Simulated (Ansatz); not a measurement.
# Direct or indirect: CdS (P6_3mc)

```cif
data_structure
_symmetry_space_group_name_H-M 'P6_3mc'
_symmetry_Int_Tables_number 186
_cell_length_a 4.1500
_cell_length_b 4.1500
_cell_length_c 6.7370
_cell_angle_alpha 90.000
_cell_angle_beta 90.000
_cell_angle_gamma 120.000
_cell_volume 100.48
loop_
_atom_site_label
_atom_site_type_symbol
_atom_site_symmetry_multiplicity
_atom_site_Wyckoff_symbol
_atom_site_fract_x
_atom_site_fract_y
_atom_site_fract_z
_atom_site_occupancy
Cd1 Cd 2 b 0.66667 0.33333 0.50000 1
S1 S 2 b 0.66667 0.33333 0.87500 1
```

Method: Ansatz, PBE, independent particles, without spin-orbit coupling, line width 0.15 eV (Gaussian). The band structure gives a fundamental gap of 1.20 eV. The spectrum of vertical transitions near the edge:

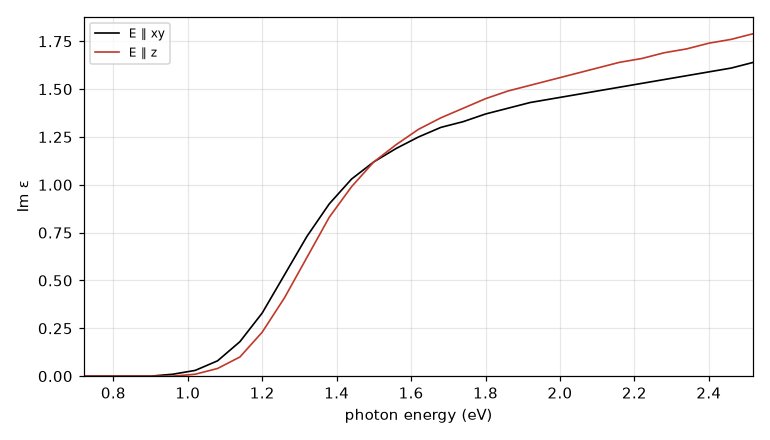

Task: Is the gap direct or indirect, and about where do vertical transitions set in?

Result: Direct: the band path has its least direct gap at the fundamental one, 1.20 eV, and the curves rise from there. Lines are broadened by 0.15 eV, which spreads the edge.

[Logs are printed without paths, hosts, clocks, repeated set-up lines and the standing remarks that a program may print on its own settings, such as how far it seeks lower states.]
